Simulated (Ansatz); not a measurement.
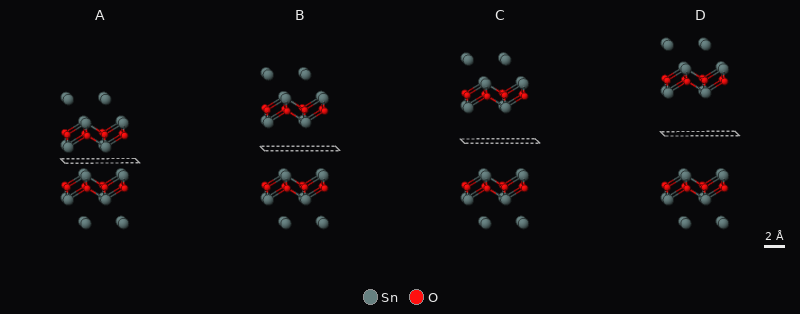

Frames of a one-coordinate scan of solid SnO (P4/nmm). Style: ball-and-stick. Shown: the layers on both sides of the dashed plane, from the side, nearly along that plane.

Method: DFT PBEsol, scalar-relativistic, plane waves, PAW (Ansatz 0.2.0). (plane-wave cutoff 420 eV; k-point mesh 12 × 12 × 5; occupations gaussian; smearing width 0.15 eV; no spin polarisation). Energies (free energies at the smearing named) are counted from the cell as listed in its source, which wasn't relaxed.

> Which coordinate changes from frame to frame?

The crystal is pulled apart rigidly along the normal of the (0 0 1) plane of the conventional cell, at a cut between a plane of Sn below and one of Sn above, 2.53 Å apart. In the frames the opening is 0.50 Å (A), 3.00 Å (B), 4.50 Å (C), 6.00 Å (D). One cut stands in each cell, which starts 9.7 Å high; nothing is relaxed, and the dashed outline marks the cut. Their energies are 0.084 J/m², 0.350 J/m², 0.358 J/m², 0.359 J/m².

Limits of the set-up: layers or molecules are held without a dispersion correction, so their spacing is unreliable.
